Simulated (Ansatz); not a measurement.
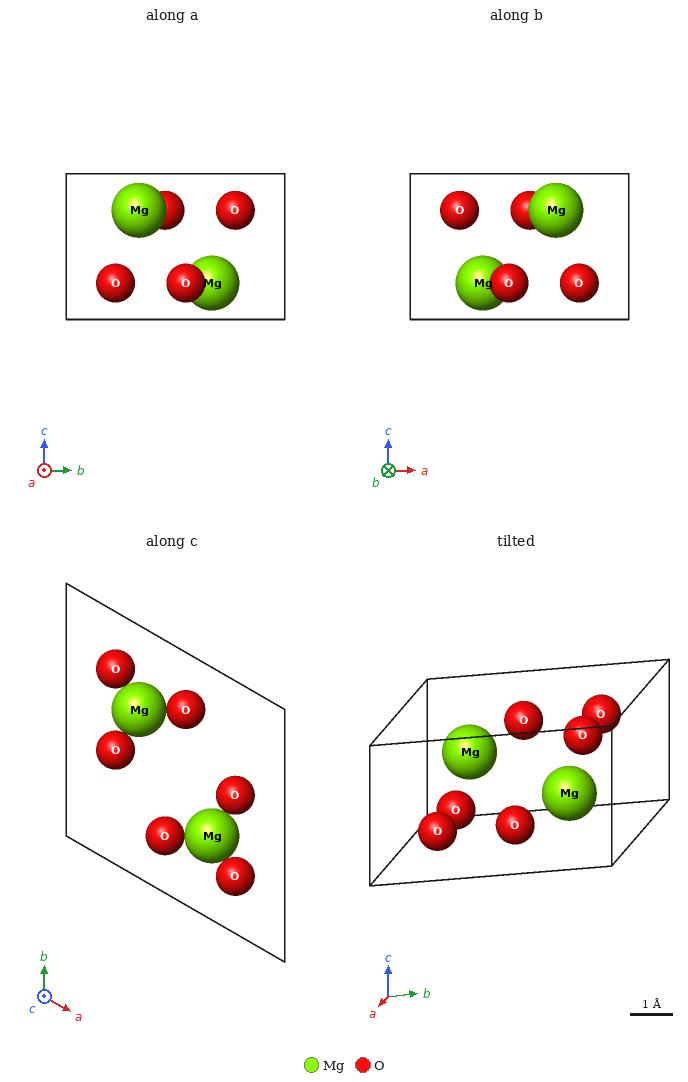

Drawn in the spheres-only manner and seen along the a axis, along the b axis, along the c axis and slightly off an axis. The parallelepiped is the conventional unit cell.

Lattice parameters: a = 6.034 Å, b = 6.034 Å, c = 3.477 Å, α = 90.00°, β = 90.00°, γ = 120.00°. Put a along x and b in the xy plane.

Write down what is shown as a POSCAR file, with free fractional coordinates to two decimals.

Answer.
```
Mg O
1.0
     6.034    0.000    0.000
    -3.017    5.226    0.000
     0.000    0.000    3.477
Mg O
2 6
Direct
  0.3333 0.6667 0.25
  0.6667 0.3333 0.75
  0.77 0.55 0.25
  0.23 0.77 0.75
  0.45 0.23 0.25
  0.23 0.45 0.75
  0.77 0.23 0.25
  0.55 0.77 0.75
```

It goes back to a structure type filled with these elements by a generator (whether the compound takes this form wasn't checked). Earlier steps of the study may have refined or changed the cell and positions. It was the input of a calculation with Ansatz.
